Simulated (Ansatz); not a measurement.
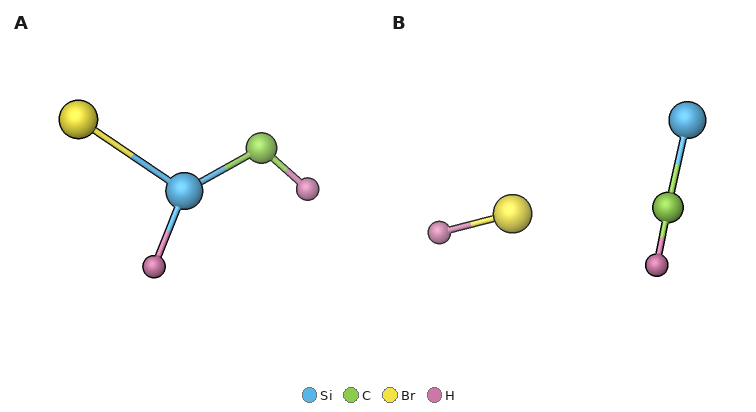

2 stationary structures of one formula. The species has charge −1 and is a spin singlet. Geometries: PBE0-D4/def2-TZVPD. Electronic energies: ωB97M-V/def2-TZVPPD (Ansatz 0.2.0), without zero-point energy. No frequency run is at hand to confirm each as a minimum.

**Which is lowest in energy, and by how much?**

A is lowest (Cs); B lies 90.3 kJ/mol above it (Cs).

Give E(B) − E(A) in kJ/mol at these levels too: PBE-D4/def2-TZVPPD; r2SCAN-D4/def2-TZVPPD; B3LYP-D4/def2-TZVPPD; PBE0-D4/def2-TZVPPD; ωB97M-V/def2-TZVPPD; PBE0-D4/def2-TZVPD; RHF-CCSD(T) (frozen core)/def2-TZVPPD.

```json
{"level": "PBE-D4/def2-TZVPPD", "E(B) − E(A) (kJ/mol)": "+88.8"}
{"level": "r2SCAN-D4/def2-TZVPPD", "E(B) − E(A) (kJ/mol)": "+99.9"}
{"level": "B3LYP-D4/def2-TZVPPD", "E(B) − E(A) (kJ/mol)": "+85.5"}
{"level": "PBE0-D4/def2-TZVPPD", "E(B) − E(A) (kJ/mol)": "+98.1"}
{"level": "ωB97M-V/def2-TZVPPD", "E(B) − E(A) (kJ/mol)": "+90.3"}
{"level": "PBE0-D4/def2-TZVPD", "E(B) − E(A) (kJ/mol)": "+98.5"}
{"level": "RHF-CCSD(T) (frozen core)/def2-TZVPPD", "E(B) − E(A) (kJ/mol)": "+79.9"}
```
